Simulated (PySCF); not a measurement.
**NMR shielding calculation, with input and output: C2H6Cl2Si2**

C2H6Cl2Si2, SMILES [SiH3][SiH2]C=C(Cl)Cl, computed with GIAO wB97X-D/pcSseg-1 NMR shielding, non-relativistic, gas phase (PySCF 2.14.0).

The geometry comes from this level: PBE0-D3(BJ)/def2-SVP. Figures and captions count atoms from 1; the log counts them from 0 in places.

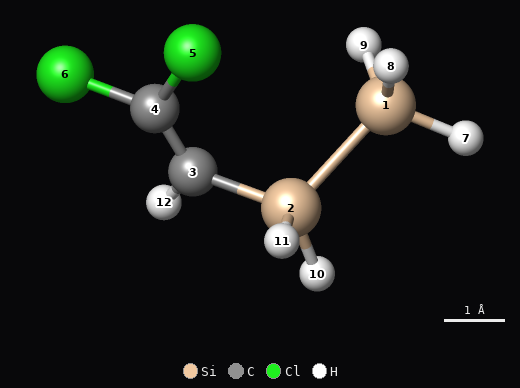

The structure (ball-and-stick view, seen at a tilt; atoms are numbered from 1 in the order of the input).

### The input
```
{"job": {"kind": "nmr", "xc": "wB97X-D", "basis": "pcSseg-1", "pop": false}, "charge": 0, "multiplicity": 1}
Si    -1.880918     0.108866     0.683894
Si    -0.045587     1.119083    -0.389171
C      1.215635    -0.169426    -0.916881
C      1.749028    -1.070768    -0.088327
Cl     1.332515    -1.137297     1.591432
Cl     2.895411    -2.263690    -0.564324
H     -3.135713     0.846029     0.334701
H     -1.720980     0.128608     2.168578
H     -2.013717    -1.305151     0.217238
H     -0.493466     1.821041    -1.630713
H      0.591479     2.126425     0.515655
H      1.546736    -0.219873    -1.958805
```

The first line tells a small driver script what to run in PySCF; the rest is the geometry in Å.

Run on 1 CPU thread, shared host.

Launch command:
```bash
OMP_NUM_THREADS=1 python <driver script> task.json out
```

### Log
```
coarse grid: 12392 points
cycle   1  E = -1578.9397252476  dE =  4.923e-01  |g| = 5.146e-01  |ddm| = 3.214e+00
cycle   2  E = -1578.9210087306  dE =  1.872e-02  |g| = 6.521e-01  |ddm| = 9.855e-01
cycle   3  E = -1579.0143109589  dE = -9.330e-02  |g| = 3.822e-02  |ddm| = 5.270e-01
cycle   4  E = -1579.0148831233  dE = -5.722e-04  |g| = 2.235e-02  |ddm| = 9.260e-02
cycle   5  E = -1579.0150191604  dE = -1.360e-04  |g| = 5.418e-03  |ddm| = 3.583e-02
cycle   6  E = -1579.0150298557  dE = -1.070e-05  |g| = 2.625e-03  |ddm| = 1.155e-02
cycle   7  E = -1579.0150322017  dE = -2.346e-06  |g| = 5.180e-04  |ddm| = 4.668e-03
final grid: 101992 points
cycle   8  E = -1579.0624417066  dE = -1.304e-04  |g| = 6.133e-03  |ddm| = 3.225e-02
cycle   9  E = -1579.0624449147  dE = -3.208e-06  |g| = 5.188e-03  |ddm| = 1.317e-02
cycle  10  E = -1579.0624505157  dE = -5.601e-06  |g| = 8.151e-04  |ddm| = 5.363e-03
cycle  11  E = -1579.0624506965  dE = -1.808e-07  |g| = 3.572e-04  |ddm| = 1.285e-03
cycle  12  E = -1579.0624507316  dE = -3.505e-08  |g| = 1.149e-04  |ddm| = 5.169e-04
cycle  13  E = -1579.0624507368  dE = -5.211e-09  |g| = 5.494e-05  |ddm| = 2.214e-04
cycle  14  E = -1579.0624507379  dE = -1.133e-09  |g| = 7.953e-06  |ddm| = 1.040e-04
cycle  15  E = -1579.0624507380  dE = -7.958e-11  |g| = 1.956e-06  |ddm| = 4.059e-05
```

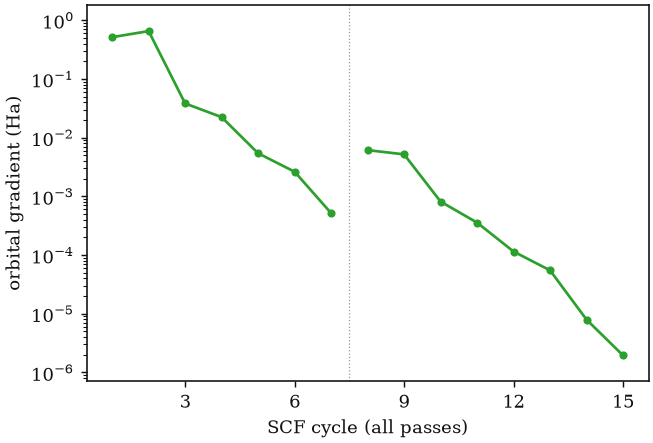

Convergence of the self-consistent field: orbital gradient against the SCF cycle. The dotted line marks the change from a coarse to the final integration grid. The first 7 cycles use a coarse grid, the final grid takes over at cycle 8, and the field converges after 15 cycles in all.

```
converged SCF energy = -1579.0624507380

GIAO shielding tensors (ppm)
atom      isotropic    diamagn.    paramagn.     s11        s22        s33       span
  0 Si     453.118     878.963    -425.845    446.984    449.555    462.815     15.831
  1 Si     431.835     879.581    -447.746    401.167    426.089    468.250     67.083
  2 C       54.551     258.987    -204.436    -48.936     68.963    143.625    192.561
  3 C       29.365     252.380    -223.015    -81.669     70.696     99.067    180.736
  4 Cl     582.388    1148.077    -565.690    405.283    415.493    926.387    521.105
  5 Cl     565.338    1144.284    -578.946    351.376    370.179    974.460    623.084
  6 H       27.854      28.087      -0.234     24.400     25.292     33.869      9.469
  7 H       27.590      28.612      -1.022     23.978     26.766     32.026      8.049
  8 H       27.802      28.780      -0.978     24.252     27.050     32.104      7.851
  9 H       27.410      28.662      -1.253     23.698     25.494     33.037      9.340
 10 H       27.135      28.195      -1.059     23.661     25.473     32.272      8.611
 11 H       25.324      29.682      -4.358     22.505     24.215     29.251      6.746
```

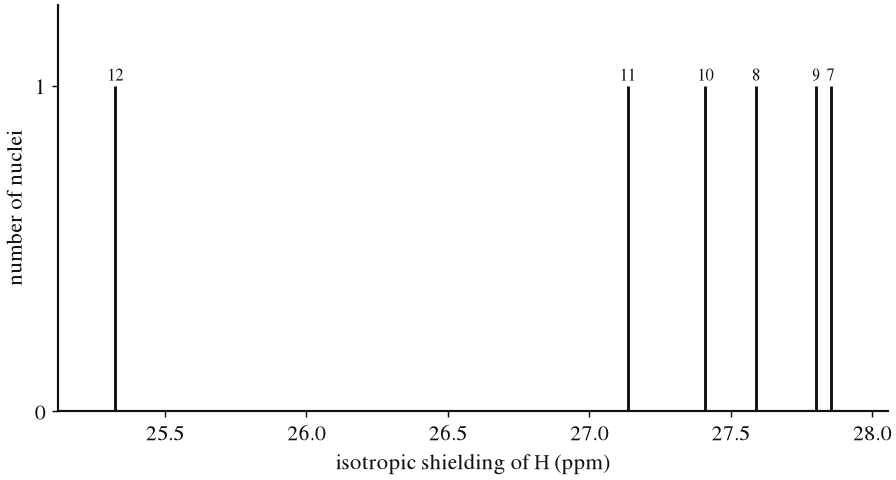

Isotropic shieldings of the hydrogen nuclei in this fixed geometry, labelled by atom number; shielding grows to the right, so chemical shift grows to the left. The least shielded is H12 (25.3 ppm), the most shielded H7 (27.9 ppm).

### Results in brief

```tsv
quantity	value
outcome	converged
total energy	−1579.062451 hartree
HOMO	−9.42 eV
LUMO	0.46 eV
dipole moment	1.06 D
isotropic shielding, Si	431.8 to 453.1 ppm
isotropic shielding, C	29.4 to 54.6 ppm
isotropic shielding, Cl	565.3 to 582.4 ppm
isotropic shielding, H	25.3 to 27.9 ppm
wall time	25 s
peak memory	0.89 GiB
```
